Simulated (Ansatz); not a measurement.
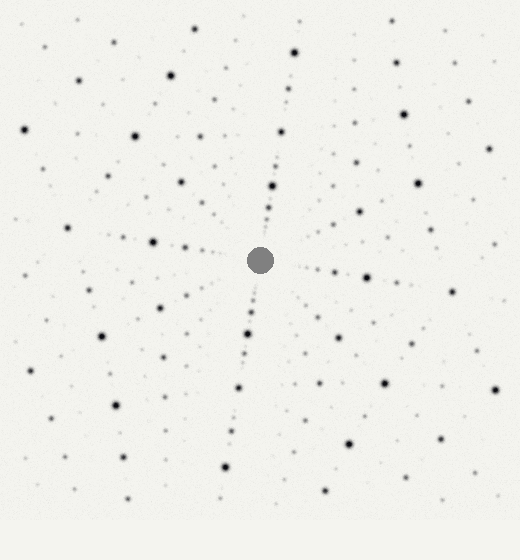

Simulated back-reflection Laue pattern (white X-rays, 0.45 to 2.2 Å, flat plate covering ±45° about the beam, kinematic intensities, seen from the source).

What symmetry does the pattern show?

Answer. 2mm: a twofold axis with two mirror lines.

The crystal is Ca, space group Fm-3m (No. 225), a = 5.58 Å. Structure: the input geometry of an electronic-structure calculation (not necessarily at equilibrium).

Which direction points towards the source?

Answer. [110] or one equivalent to it by a rotation of the Laue group. In Laue class m-3m no other family of directions with a member of indices 0 and ±1 has this symmetry.
